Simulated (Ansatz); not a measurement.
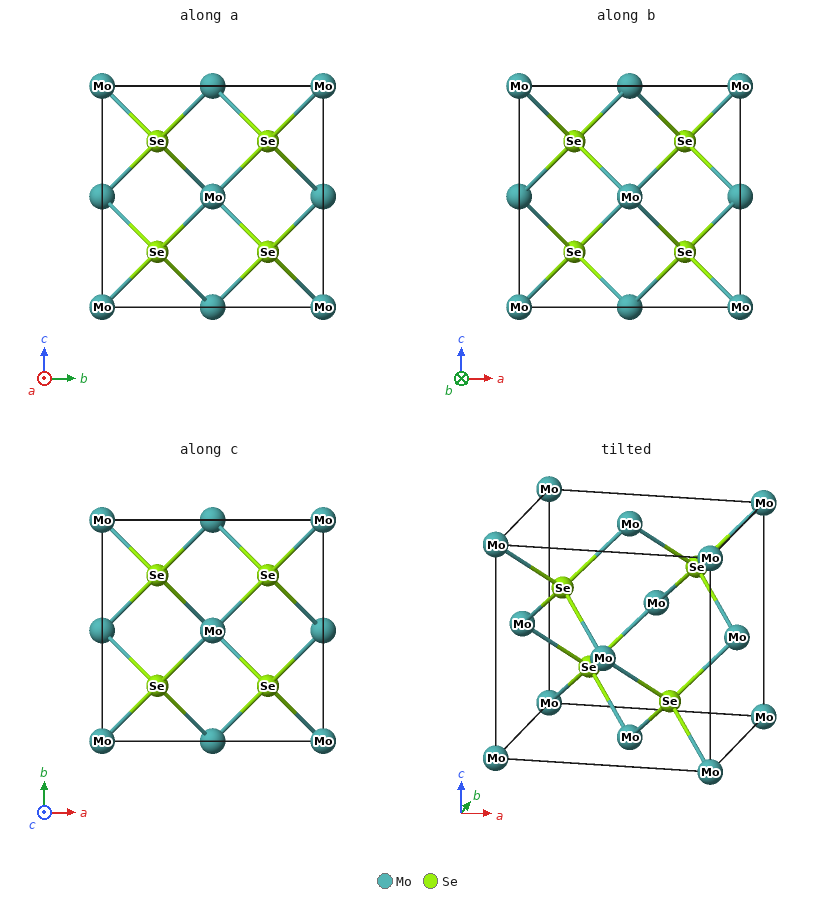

A ball-and-stick rendering, viewed along the a axis, along the b axis, along the c axis and slightly off an axis. The box is the conventional unit cell; atoms on or close to its faces, edges and corners are drawn wherever they repeat.

Lattice parameters: a = 5.941 Å, b = 5.941 Å, c = 5.941 Å, α = 90.00°, β = 90.00°, γ = 90.00°.

Question: Write down what is shown as a table of Wyckoff sites.

Answer: Space group F-43m (No. 216).
| atom | site | x | y | z |
| --- | --- | --- | --- | --- |
| Mo | 4a | 0.0000 | 0.0000 | 0.0000 |
| Se | 4d | 0.2500 | 0.2500 | 0.7500 |

Starting structure: a structure type filled with these elements by a generator (whether the compound takes this form wasn't checked). Earlier steps of the study, as a rule a relaxation of our own, may have changed the cell and positions, so they can lie some per cent off the listed ones. It was the input of a calculation with Ansatz.

At this level of theory the run's own cell isn't at rest (compressed, at 10 GPa), so its distances can differ from those at equilibrium, the more so the softer the solid.
